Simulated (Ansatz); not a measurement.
## Electronic structure of FGeH2O2 (doublet) in real space

```yaml
atoms:
  - { symbol: O, position_ang: [-0.6398, 1.3415, -0.4641] }
  - { symbol: Ge, position_ang: [0.2114, -0.2048, -0.4656] }
  - { symbol: O, position_ang: [1.2205, -0.1125, 0.9792] }
  - { symbol: F, position_ang: [-0.9622, -1.4827, -0.2315] }
  - { symbol: H, position_ang: [-1.3627, 1.3642, -1.0982] }
  - { symbol: H, position_ang: [1.5749, -0.9696, 1.2341] }
```

Geometry: PBE0-D4/def2-TZVP.

All numbers below come from UKS PBE0-D4/def2-TZVPP (Ansatz 0.2.0).

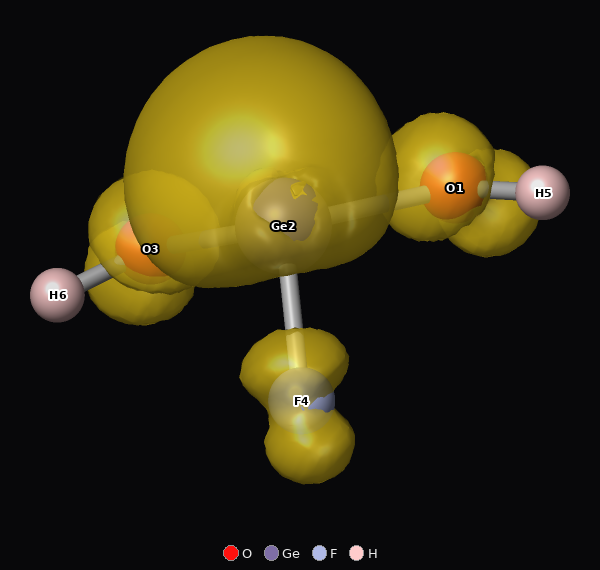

Figure 1. Isosurfaces of the spin density at +0.03 (yellow) and −0.03 e/Å³ (cyan), seen at an oblique angle.

Which atoms carry the spin?

Answer. The unpaired spin (1 electron) lies mostly on Ge2 (about 0.6), O1 (about 0.1), O3 (about 0.1) and F4 (about 0.1), in electrons by Hirshfeld's partition.

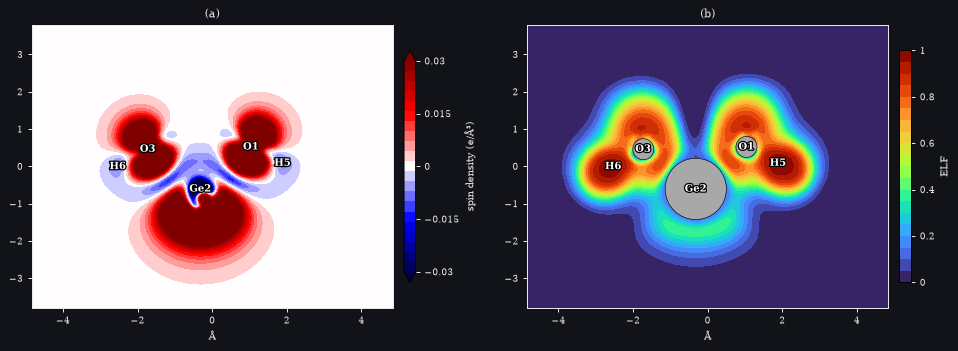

Figure 2. (a) spin density (α minus β); (b) ELF on the plane of atoms O1, Ge2 and O3. Grey discs cover the atomic cores in the ELF map.

What do the fields say about this system?

Answer.
- The plane passes through O, Ge and H nuclei.
- Ge–O (1.76 Å): the ELF peaks at about 0.85 in the valence shell of O, 0.6 Å from its nucleus, and is about 0.35 at the midpoint.
- O–H (0.96 Å): the ELF climbs to about 1 towards the hydrogen, as it does in any bond to H; a covalent bond by its length.
- The ELF also peaks beside O3 and O1, away from the bonds: non-bonding electrons, paired or unpaired.

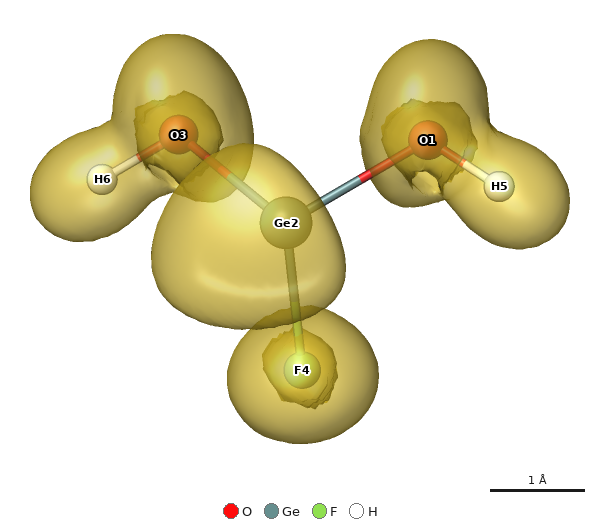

Figure 3. Isosurface of the electron localisation function at 0.75 (yellow), seen at a tilt. Only the valence region is drawn (cores and ρ < 0.01 e/Å³ removed).

Identify the bonds, lone pairs and shells in this picture.

Answer. The ELF exceeds this value in one lobe on Ge, pointing away from the bonds (non-bonding electrons), one region wrapped around F (its valence shell) and two joined regions spread over several atoms (H, O), in which their bonds and any lone pairs are merged. Along the contacts the grid gives the following. Ge–F (1.75 Å): the ELF peaks at about 0.80 in the valence shell of F, 0.5 Å from its nucleus, and is about 0.25 at the midpoint.
